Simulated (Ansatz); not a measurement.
```
CELL_PARAMETERS angstrom
4.99194 0.00000 0.00000
0.00000 4.99194 0.00000
0.00000 0.00000 12.30928
ATOMIC_POSITIONS crystal
Li 0.50000 0.50000 0.00000
Li 0.50000 0.50000 0.50000
Cl 0.24943 0.00000 0.00000
Cl 0.75057 0.00000 0.00000
Cl 0.00000 0.24943 0.50000
Cl 0.00000 0.75057 0.50000
```

Space group P4₂/mmc; started from the random prototype, which need not be the ambient phase.

Method: Ansatz 0.2.0, DFT PBE, scalar-relativistic, plane waves, PAW.

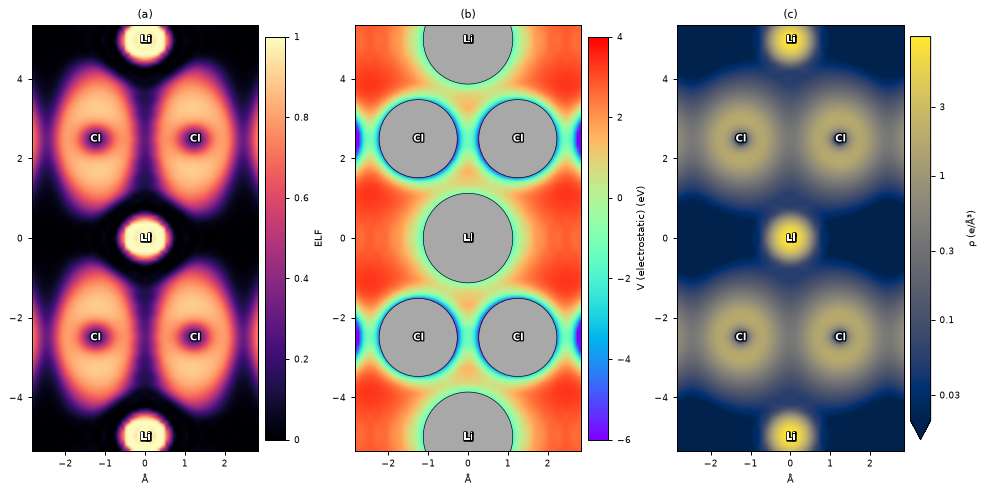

LiCl2. (a) electron localisation function; (b) electrostatic potential (local pseudopotential plus Hartree) felt by an electron; (c) valence pseudo-density on the (001) plane of the conventional cell. Grey discs cover the atomic cores in the potential map.

The density is the valence pseudo-density of a PAW calculation; it isn't the true density close to the nuclei.

Question: What does the map show?

Answer: Atoms in the plane: Li and Cl. Li–Cl (2.79 Å): ρ at the midpoint is about 0.15 e/Å³; the ELF peaks at about 0.90 in the valence shell of Cl, 0.8 Å from its nucleus, and is about 0.60 at the midpoint. Between the atoms the lowest density in this plane is 0.003 e/Å³. The features right at Li lie inside the PAW spheres, where the map follows smoothed inner orbitals and isn't to be read closely. Outside the cores the potential energy rises away from the atoms and is highest about 1.8 Å from the nearest atoms; its zero is arbitrary.
